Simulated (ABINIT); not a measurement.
# Quasiparticle gap of Na2H6Pt (Fm-3m) in ABINIT, part 2 of 3

How does a plane-wave GW calculation on Na2H6Pt (Fm-3m) run from the first input to the gap?

ABINIT 10.8.3; LDA and many-body steps on it, plane waves. Known limits of the many-body steps: not at the basis limit; no spin polarisation; d states lean on the start; no spin-orbit coupling; coarse k mesh.

So far. Step 2 (Ground state): The gap is indirect, with the least direct gap 0.81 eV higher.

**3. Bands along the symmetry lines**

Level of this step: DFT, LDA, plane waves, norm-conserving pseudopotentials (ABINIT).

Levels along a band path, at the cheap level, show where the edges lie and whether the meshes to come will hold them.

The input, run.abi:

```
acell 3*1.0 Angstrom
rprim 
  0.000000000000 3.629315950000 3.629315950000
  3.629315950000 0.000000000000 3.629315950000
  3.629315950000 3.629315950000 0.000000000000
ntypat 3
znucl 11 1 78
natom 9
typat 1 1 2 2 2 2 2 2 3
xred 
  0.750000000000 0.750000000000 0.750000000000
  0.250000000000 0.250000000000 0.250000000000
  0.774464350000 0.774464350000 0.225535650000
  0.225535650000 0.774464350000 0.225535650000
  0.774464350000 0.225535650000 0.225535650000
  0.225535650000 0.225535650000 0.774464350000
  0.774464350000 0.225535650000 0.774464350000
  0.225535650000 0.774464350000 0.774464350000
  0.000000000000 0.000000000000 0.000000000000
pp_dirpath "pseudos"
pseudos "Na.upf, H.upf, Pt.upf"
ecut 38
iscf -2
irdden 1
kptopt 0
nkpt 26
kpt 
  0.00000000 0.00000000 0.00000000
  0.12500000 0.00000000 0.12500000
  0.25000000 0.00000000 0.25000000
  0.37500000 0.00000000 0.37500000
  0.50000000 0.00000000 0.50000000
  0.53125000 0.06250000 0.53125000
  0.56250000 0.12500000 0.56250000
  0.59375000 0.18750000 0.59375000
  0.62500000 0.25000000 0.62500000
  0.37500000 0.37500000 0.75000000
  0.28125000 0.28125000 0.56250000
  0.18750000 0.18750000 0.37500000
  0.09375000 0.09375000 0.18750000
  0.00000000 0.00000000 0.00000000
  0.12500000 0.12500000 0.12500000
  0.25000000 0.25000000 0.25000000
  0.37500000 0.37500000 0.37500000
  0.50000000 0.50000000 0.50000000
  0.50000000 0.43750000 0.56250000
  0.50000000 0.37500000 0.62500000
  0.50000000 0.31250000 0.68750000
  0.50000000 0.25000000 0.75000000
  0.50000000 0.18750000 0.68750000
  0.50000000 0.12500000 0.62500000
  0.50000000 0.06250000 0.56250000
  0.50000000 0.00000000 0.50000000
istwfk *1
nband 28
nbdbuf 2
tolwfr 1e-08
nstep 40
prtwf 0
prtvol 0
indata_prefix "in"
outdata_prefix "out"
tmpdata_prefix "tmp"
```

Run with:

```sh
OMP_NUM_THREADS=1 mpirun -n 4 abinit run.abi > log
```

Numbers of over 12 decimals in the logs are rounded to 6 here.

The program printed:

```text
.Version 10.8.3 of ABINIT. v10.8.2 released Aug 2026.

 Symmetries : space group Fm -3 m (#225); Bravais cF (face-center cubic)
[... echo of the input left out ...]
== DATASET  1 ==================================================================
-   mpi_nproc: 4, omp_nthreads: 1 (-1 if OMP is not activated)

--- !DatasetInfo
iteration_state: {dtset: 1, }
dimensions: {natom: 9, nkpt: 26, mband: 28, nsppol: 1, nspinor: 1, nspden: 1, mpw: 7261, }
cutoff_energies: {ecut:  38.0, pawecutdg:  -1.0, }
electrons: {nelect:   4.20000000E+01, charge:   0.00000000E+00, occopt:   1.00000000E+00, tsmear:   1.00000000E-02, }

 Real(R)+Recip(G) space primitive vectors, cartesian coordinates (Bohr,Bohr^-1):
 R(1)=  0.0000000  6.8584132  6.8584132  G(1)= -0.0729032  0.0729032  0.0729032
 R(2)=  6.8584132  0.0000000  6.8584132  G(2)=  0.0729032 -0.0729032  0.0729032
 R(3)=  6.8584132  6.8584132  0.0000000  G(3)=  0.0729032  0.0729032 -0.0729032
 Unit cell volume ucvol=  6.4520976E+02 bohr^3
 Angles (23,13,12)=  6.00000000E+01  6.00000000E+01  6.00000000E+01 degrees

 getcut: wavevector=  0.0000  0.0000  0.0000  ngfft=  54  54  54
         ecut(hartree)=     38.000   => boxcut(ratio)=   2.00700

--- Pseudopotential description ------------------------------------------------
- Na Generated using ONCVPSP code by D. R. Hamann
- 11.00000   9.00000  180309                  znucl, zion, pspdat
12 -1012 1 -1 1968                            pspcod,pspxc,lmax,lloc,mmax
     nproj     2     2     0     0
  pspatm : epsatm=    9.37365322
         --- l  ekb(1:nproj) -->
             0    2.664741   -0.674314
             1   -6.796556   -2.419774
 pspatm: atomic psp has been read  and splines computed

- H Generated using ONCVPSP code by D. R. Hamann
-  1.00000   1.00000  180309                  znucl, zion, pspdat
12 -1012 1 -1 1180                            pspcod,pspxc,lmax,lloc,mmax
     nproj     2     1     0     0
  pspatm : epsatm=    0.35439867
         --- l  ekb(1:nproj) -->
             0   -1.665338   -0.519510
             1   -0.275071
 pspatm: atomic psp has been read  and splines computed

- Pt Generated using ONCVPSP code by D. R. Hamann
- 78.00000  18.00000  180309                  znucl, zion, pspdat
12 -1012 3 -1 1340                            pspcod,pspxc,lmax,lloc,mmax
     nproj     2     2     2     2
  pspatm : epsatm=   26.53268550
         --- l  ekb(1:nproj) -->
[...]
pspatm: atomic psp has been read  and splines computed

--------------------------------------------------------------------------------

================================================================================
 prteigrs : about to open file out_EIG
 Non-SCF case, kpt    1 (  0.00000  0.00000  0.00000), residuals and eigenvalues=
  3.65E-09  2.03E-09  3.12E-09  5.18E-09  2.28E-09  2.85E-09  1.73E-09  3.23E-09
[...]
Non-SCF case, kpt   26 (  0.50000  0.00000  0.50000), residuals and eigenvalues=
[...]
-1.7843E-01 -1.5772E-01 -1.4913E-01 -5.2532E-02 -4.8561E-02 -3.7281E-02
 -3.7281E-02 -1.8593E-02 -1.8593E-02  1.3263E-01  2.5621E-01  3.0497E-01
[...]
--- !ResultsGS
iteration_state: {dtset: 1, }
comment   : Summary of ground state results
lattice_vectors:
- [  0.0000000,   6.8584132,   6.8584132, ]
- [  6.8584132,   0.0000000,   6.8584132, ]
- [  6.8584132,   6.8584132,   0.0000000, ]
lattice_lengths: [   9.69926,    9.69926,    9.69926, ]
lattice_angles: [ 60.000,  60.000,  60.000, ] # degrees, (23, 13, 12)
lattice_volume:   6.4520976E+02
convergence: {deltae:  0.000E+00, res2:  0.000E+00, residm:  9.981E-09, diffor:  0.000E+00, }
etotal    :  -2.25490342E+02
entropy   :   0.00000000E+00
fermie    :   1.13493423E-02
cartesian_stress_tensor: null
pressure_GPa: null
xred      :
- [  7.5000E-01,   7.5000E-01,   7.5000E-01, Na]
- [  2.5000E-01,   2.5000E-01,   2.5000E-01, Na]
- [  7.7446E-01,   7.7446E-01,   2.2554E-01,  H]
- [  2.2554E-01,   7.7446E-01,   2.2554E-01,  H]
- [  7.7446E-01,   2.2554E-01,   2.2554E-01,  H]
- [  2.2554E-01,   2.2554E-01,   7.7446E-01,  H]
- [  7.7446E-01,   2.2554E-01,   7.7446E-01,  H]
- [  2.2554E-01,   7.7446E-01,   7.7446E-01,  H]
- [  0.0000E+00,   0.0000E+00,   0.0000E+00, Pt]
cartesian_forces: null
force_length_stats: {min: null, max: null, mean: null, }

 Integrated electronic density in atomic spheres:
 ------------------------------------------------
 Atom  Sphere_radius  Integrated_density
[...]
================================================================================

 ----iterations are completed or convergence reached----

 Mean square residual over all n,k,spin=   48.824E-10; max=  99.815E-10
 reduced coordinates (array xred) for    9 atoms
[...]
0.225535650000      0.774464350000      0.774464350000
       0.000000000000      0.000000000000      0.000000000000

 cartesian coordinates (angstrom) at end:
[...]
length scales=  1.889726125908  1.889726125908  1.889726125908 bohr
              =  1.000000000000  1.000000000000  1.000000000000 angstroms
 prteigrs : about to open file out_EIG
 Eigenvalues (hartree) for nkpt=  26  k points:
 kpt#   1, nband= 28, wtk=  1.00000, kpt=  0.0000  0.0000  0.0000 (reduced coord)
[...]
kpt#   2, nband= 28, wtk=  1.00000, kpt=  0.1250  0.0000  0.1250 (reduced coord)
[...]
kpt#   3, nband= 28, wtk=  1.00000, kpt=  0.2500  0.0000  0.2500 (reduced coord)
[...]
kpt#  25, nband= 28, wtk=  1.00000, kpt=  0.5000  0.0625  0.5625 (reduced coord)
[...]
0.32580    0.39309    0.39494    0.40833
 kpt#  26, nband= 28, wtk=  1.00000, kpt=  0.5000  0.0000  0.5000 (reduced coord)
[...]
-0.77466   -0.77360   -0.77360   -0.77350   -0.17843   -0.15772   -0.14913   -0.05253
  -0.04856   -0.03728   -0.03728   -0.01859   -0.01859    0.13263    0.25621    0.30497
   0.32789    0.39355    0.39355    0.41493

== END DATASET(S) ==============================================================
================================================================================

 -outvars: echo values of variables after computation  --------
            nband          28
             nkpt          26
          spgroup         225
 [... the other variables as echoed above ...]

 Calculation completed.
```

It took 34 s on 4 MPI ranks of Arm Neoverse V1, shared host; peak memory 0.38 GiB; 2.3 min of CPU time.

Numbers from this step:

| Quantity | Value |
| --- | --- |
| gap | 3.283 eV |
| k of the valence top | 0.1875, 0.1875, 0.375 |
| k of the conduction bottom | 0.5, 0, 0.5 |
| least direct gap | 4.115 eV |

The gap is 3.283 eV, −0.017 eV from the run before at this level.

Electronic bands along the path, in eV, zero at the top of the highest filled band:

```tsv
point	band 18	band 19	band 20	band 21	band 22	band 23	band 24	band 25
Γ	-1.52	-0.25	-0.25	-0.25	5.58	7.25	7.25	8.20
X	-1.34	-1.34	-0.83	-0.83	3.28	6.65	7.97	8.60
U	-1.36	-1.25	-1.17	-0.53	4.05	6.71	7.20	8.23
jump to K	-1.36	-1.25	-1.17	-0.53	4.05	6.71	7.20	8.23
Γ	-1.52	-0.25	-0.25	-0.25	5.58	7.25	7.25	8.20
L	-1.43	-1.43	-0.06	-0.06	5.60	5.60	6.62	6.95
W	-1.34	-1.09	-1.09	-0.96	4.48	6.06	7.63	7.63
X	-1.34	-1.34	-0.83	-0.83	3.28	6.65	7.97	8.60
```

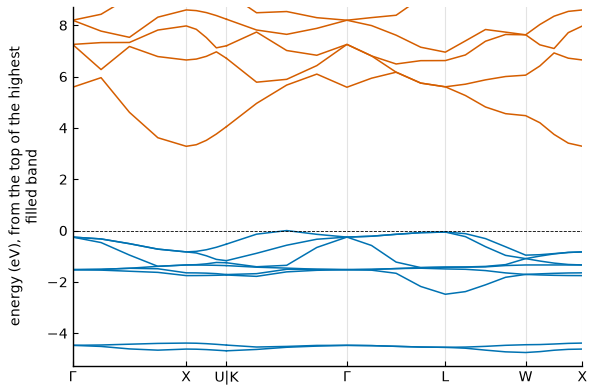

Electronic bands along the path; lines of filled and empty bands in two colours.

**4. Empty states on the mesh, 2×2×2 mesh, 66 bands**

The sums over transitions need many empty states on a uniform mesh; this step solves for them.

The input, run.abi:

```
acell 3*1.0 Angstrom
rprim 
  0.000000000000 3.629315950000 3.629315950000
  3.629315950000 0.000000000000 3.629315950000
  3.629315950000 3.629315950000 0.000000000000
ntypat 3
znucl 11 1 78
natom 9
typat 1 1 2 2 2 2 2 2 3
xred 
  0.750000000000 0.750000000000 0.750000000000
  0.250000000000 0.250000000000 0.250000000000
  0.774464350000 0.774464350000 0.225535650000
  0.225535650000 0.774464350000 0.225535650000
  0.774464350000 0.225535650000 0.225535650000
  0.225535650000 0.225535650000 0.774464350000
  0.774464350000 0.225535650000 0.774464350000
  0.225535650000 0.774464350000 0.774464350000
  0.000000000000 0.000000000000 0.000000000000
pp_dirpath "pseudos"
pseudos "Na.upf, H.upf, Pt.upf"
ecut 38
ngkpt 2 2 2
nshiftk 1
shiftk 0 0 0
kptopt 1
chksymbreak 0
iscf -2
irdden 1
istwfk *1
nband 66
nbdbuf 6
tolwfr 1e-09
nstep 60
prtvol 0
indata_prefix "in"
outdata_prefix "out"
tmpdata_prefix "tmp"
```

The program printed:

```text
.Version 10.8.3 of ABINIT. v10.8.2 released Aug 2026.

 Symmetries : space group Fm -3 m (#225); Bravais cF (face-center cubic)
[... echo of the input left out ...]
== DATASET  1 ==================================================================
-   mpi_nproc: 4, omp_nthreads: 1 (-1 if OMP is not activated)
-    --> not optimal distribution: autoparal keyword recommended in input file <--

--- !DatasetInfo
iteration_state: {dtset: 1, }
dimensions: {natom: 9, nkpt: 3, mband: 66, nsppol: 1, nspinor: 1, nspden: 1, mpw: 7239, }
cutoff_energies: {ecut:  38.0, pawecutdg:  -1.0, }
electrons: {nelect:   4.20000000E+01, charge:   0.00000000E+00, occopt:   1.00000000E+00, tsmear:   1.00000000E-02, }

 Real(R)+Recip(G) space primitive vectors, cartesian coordinates (Bohr,Bohr^-1):
 R(1)=  0.0000000  6.8584132  6.8584132  G(1)= -0.0729032  0.0729032  0.0729032
 R(2)=  6.8584132  0.0000000  6.8584132  G(2)=  0.0729032 -0.0729032  0.0729032
 R(3)=  6.8584132  6.8584132  0.0000000  G(3)=  0.0729032  0.0729032 -0.0729032
 Unit cell volume ucvol=  6.4520976E+02 bohr^3
 Angles (23,13,12)=  6.00000000E+01  6.00000000E+01  6.00000000E+01 degrees

 getcut: wavevector=  0.0000  0.0000  0.0000  ngfft=  54  54  54
         ecut(hartree)=     38.000   => boxcut(ratio)=   2.00700

--- Pseudopotential description ------------------------------------------------
- Na Generated using ONCVPSP code by D. R. Hamann
- 11.00000   9.00000  180309                  znucl, zion, pspdat
12 -1012 1 -1 1968                            pspcod,pspxc,lmax,lloc,mmax
     nproj     2     2     0     0
  pspatm : epsatm=    9.37365322
         --- l  ekb(1:nproj) -->
             0    2.664741   -0.674314
             1   -6.796556   -2.419774
 pspatm: atomic psp has been read  and splines computed

- H Generated using ONCVPSP code by D. R. Hamann
-  1.00000   1.00000  180309                  znucl, zion, pspdat
12 -1012 1 -1 1180                            pspcod,pspxc,lmax,lloc,mmax
     nproj     2     1     0     0
  pspatm : epsatm=    0.35439867
         --- l  ekb(1:nproj) -->
             0   -1.665338   -0.519510
             1   -0.275071
 pspatm: atomic psp has been read  and splines computed

- Pt Generated using ONCVPSP code by D. R. Hamann
- 78.00000  18.00000  180309                  znucl, zion, pspdat
12 -1012 3 -1 1340                            pspcod,pspxc,lmax,lloc,mmax
     nproj     2     2     2     2
  pspatm : epsatm=   26.53268550
         --- l  ekb(1:nproj) -->
[...]
pspatm: atomic psp has been read  and splines computed

--------------------------------------------------------------------------------

================================================================================
 prteigrs : about to open file out_EIG
 Non-SCF case, kpt    1 (  0.00000  0.00000  0.00000), residuals and eigenvalues=
[...]
2.92E-05  7.19E-05
 -3.5674E+00 -1.8786E+00 -1.8786E+00 -1.8786E+00 -1.7843E+00 -1.7842E+00
 -7.7452E-01 -7.7452E-01 -7.7452E-01 -7.7369E-01 -7.7369E-01 -7.7369E-01
 -2.1577E-01 -1.5236E-01 -1.5236E-01 -4.4000E-02 -4.4000E-02 -4.4000E-02
[...]
1.0342E+00  1.0442E+00  1.0782E+00  1.0782E+00  1.0782E+00  1.0935E+00
  1.0935E+00  1.0935E+00  1.1215E+00  1.1215E+00  1.1599E+00  1.1613E+00
 prteigrs : prtvol=0 or 1, do not print more k-points.

--- !ResultsGS
iteration_state: {dtset: 1, }
comment   : Summary of ground state results
lattice_vectors:
- [  0.0000000,   6.8584132,   6.8584132, ]
- [  6.8584132,   0.0000000,   6.8584132, ]
- [  6.8584132,   6.8584132,   0.0000000, ]
lattice_lengths: [   9.69926,    9.69926,    9.69926, ]
lattice_angles: [ 60.000,  60.000,  60.000, ] # degrees, (23, 13, 12)
lattice_volume:   6.4520976E+02
convergence: {deltae:  0.000E+00, res2:  0.000E+00, residm:  9.741E-10, diffor:  0.000E+00, }
etotal    :  -2.25490342E+02
entropy   :   0.00000000E+00
fermie    :   1.13493423E-02
cartesian_stress_tensor: null
pressure_GPa: null
xred      :
- [  7.5000E-01,   7.5000E-01,   7.5000E-01, Na]
- [  2.5000E-01,   2.5000E-01,   2.5000E-01, Na]
- [  7.7446E-01,   7.7446E-01,   2.2554E-01,  H]
- [  2.2554E-01,   7.7446E-01,   2.2554E-01,  H]
- [  7.7446E-01,   2.2554E-01,   2.2554E-01,  H]
- [  2.2554E-01,   2.2554E-01,   7.7446E-01,  H]
- [  7.7446E-01,   2.2554E-01,   7.7446E-01,  H]
- [  2.2554E-01,   7.7446E-01,   7.7446E-01,  H]
- [  0.0000E+00,   0.0000E+00,   0.0000E+00, Pt]
cartesian_forces: null
force_length_stats: {min: null, max: null, mean: null, }

 Integrated electronic density in atomic spheres:
 ------------------------------------------------
 Atom  Sphere_radius  Integrated_density
[...]
================================================================================

 ----iterations are completed or convergence reached----

 Mean square residual over all n,k,spin=   42.463E-11; max=  97.414E-11
 reduced coordinates (array xred) for    9 atoms
[...]
0.225535650000      0.774464350000      0.774464350000
       0.000000000000      0.000000000000      0.000000000000

 cartesian coordinates (angstrom) at end:
    1      5.443974     5.443974     5.443974
    2      1.814658     1.814658     1.814658
    3      3.629316     3.629316     5.621552
[...]
8      5.621552     3.629316     3.629316
    9      0.000000     0.000000     0.000000
 length scales=  1.889726125908  1.889726125908  1.889726125908 bohr
              =  1.000000000000  1.000000000000  1.000000000000 angstroms
 prteigrs : about to open file out_EIG
 Eigenvalues (hartree) for nkpt=   3  k points:
 kpt#   1, nband= 66, wtk=  0.12500, kpt=  0.0000  0.0000  0.0000 (reduced coord)
[...]
0.96153    0.97152    0.97152    0.97152    1.03416    1.03416    1.03416    1.04423
   1.07819    1.07819    1.07819    1.09349    1.09349    1.09349    1.12146    1.12146
   1.15993    1.16134
 prteigrs : prtvol=0 or 1, do not print more k-points.

== END DATASET(S) ==============================================================
================================================================================

 -outvars: echo values of variables after computation  --------
            nband          66
             nkpt           3
          spgroup         225
 [... the other variables as echoed above ...]

 Calculation completed.
```

The job ended after 16 s (4 MPI ranks; peak memory 0.32 GiB).

Numbers from this step:

* gap: 3.341 eV
* k of the valence top: 0.5, 0, 0
* k of the conduction bottom: 0.5, 0.5, 0
* least direct gap: 4.115 eV
* k points computed: 3
* lowest point of the top converged band, above the valence top: 29.49 eV

On this mesh the gap is 3.341 eV. The earlier step found 3.300 eV, so this mesh misses an edge.

**5. Screening, 2×2×2 mesh, 60 bands, screening to 87.1 eV**

The RPA dielectric matrix is built and inverted for each q.

This step: RPA screening on LDA, plane waves, norm-conserving pseudopotentials.

Edit run.abi of step 4 so:

```diff
@@ -27,10 +27,11 @@
 chksymbreak 0
-iscf -2
-irdden 1
 istwfk *1
-nband 66
-nbdbuf 6
-tolwfr 1e-09
-nstep 60
-prtvol 0
+occopt 1
+irdwfk 1
+optdriver 3
+nband 60
+ecuteps 3.2
+inclvkb 2
+awtr 1
+symchi 1
 indata_prefix "in"
```

The program printed:

```text
.Version 10.8.3 of ABINIT. v10.8.2 released Aug 2026.

 Symmetries : space group Fm -3 m (#225); Bravais cF (face-center cubic)
[... echo of the input left out ...]
== DATASET  1 ==================================================================
-   mpi_nproc: 4, omp_nthreads: 1 (-1 if OMP is not activated)

--- !DatasetInfo
iteration_state: {dtset: 1, }
dimensions: {natom: 9, nkpt: 3, mband: 60, nsppol: 1, nspinor: 1, nspden: 1, mpw: 7239, }
cutoff_energies: {ecut:  38.0, pawecutdg:  -1.0, }
electrons: {nelect:   4.20000000E+01, charge:   0.00000000E+00, occopt:   1.00000000E+00, tsmear:   1.00000000E-02, }

 SCREENING: Calculation of the susceptibility and dielectric matrices

 Based on a program developped by R.W. Godby, V. Olevano, G. Onida, and L. Reining.
 Incorporated in ABINIT by V. Olevano, G.-M. Rignanese, and M. Torrent.
.Using double precision arithmetic ; gwpc =  8

[... cell and pseudopotentials left out ...]
--------------------------------------------------------------------------------

 ==== K-mesh for the wavefunctions ====
 Number of points in the irreducible wedge :     3
[... list of points left out ...]
 Together with 48 symmetry operations and time-reversal symmetry
 yields     8 points in the full Brillouin Zone.

 ==== Q-mesh for the screening function ====
 Number of points in the irreducible wedge :     3
[... list of points left out ...]
 Together with 48 symmetry operations and time-reversal symmetry
 yields     8 points in the full Brillouin Zone.

 setmesh: FFT mesh size selected  =    36x   36x   36
          total number of points  =        46656

 vcoul_init : cutoff-mode = AUXILIARY_FUNCTION
 q-points for optical limit:   1
     1)      0.000010    0.000020    0.000030

- screening: taking advantage of time-reversal symmetry
- Maximum band index for partially occupied states nbvw = 21
- Remaining bands to be divided among processors   nbcw = 39
- Number of bands treated by each node ~9

 Number of electrons calculated from density =   42.0000; Expected =   42.0000
 average of density, n =  0.065095
 r_s =    1.5421
 omega_plasma =   24.6110 [eV]

 calculating chi0 at frequencies [eV] :
  1    0.000000E+00    0.000000E+00
  2    0.000000E+00    2.461103E+01

--------------------------------------------------------------------------------
  q-point number  1        q = ( 0.000000, 0.000000, 0.000000) [r.l.u.]
--------------------------------------------------------------------------------
[... chi0 elements left out ...]
 For q-point:  0.000010 0.000020 0.000030
  dielectric constant =   4.1003
  dielectric constant without local fields =   5.0682

  Average fulfillment of the sum rule on Im[epsilon] for q-point    1 :     32.21  [%]
[... wings left out ...]
  q-point number  2        q = ( 0.500000, 0.000000, 0.000000) [r.l.u.]
--------------------------------------------------------------------------------
[... chi0 elements left out ...]
  Average fulfillment of the sum rule on Im[epsilon] for q-point    2 :     39.52  [%]

 [... 1 further q-points ...]
```

Run time: 7.7 s. Hardware: 4 MPI ranks; peak memory 1.2 GiB.

This step gave:

```
ε∞ with local fields, on this mesh, along the program's q direction : 4.100
the same without local fields                                       : 5.068
plasma frequency                                                    : 24.61 eV
plane waves in the screening matrix                                 : 169
```

Local fields lower ε∞ by 19 %. On a Γ-centred mesh this coarse the value itself is usually too large, while a short band sum pulls it down.

(Continued in part 3 of 3.)

[Paths, hosts, dates, memory and timing lines, banners, echoed tables and standing remarks are left out of the program output.]

[Logs are printed without paths, hosts, clocks, repeated set-up lines and the standing remarks that a program may print on its own settings, such as how far it seeks lower states.]

[Runs of the session that timed out or met a known fault of the program may be left out.]

[Hosts, paths, dates, database ids (printed as entryN), source tags and the programs' standing remarks are cut or masked in the printed files.]

[G0W0 gaps are taken among the corrected bands and points alone; a level outside them can change the order at an edge.]

[Where Ansatz stands beside ABINIT at settings called matched, ABINIT's density can come from a denser mesh and the files from another edition; pairs whose starting gaps differed by over 0.03 eV were left out, so agreement reads better than it is.]
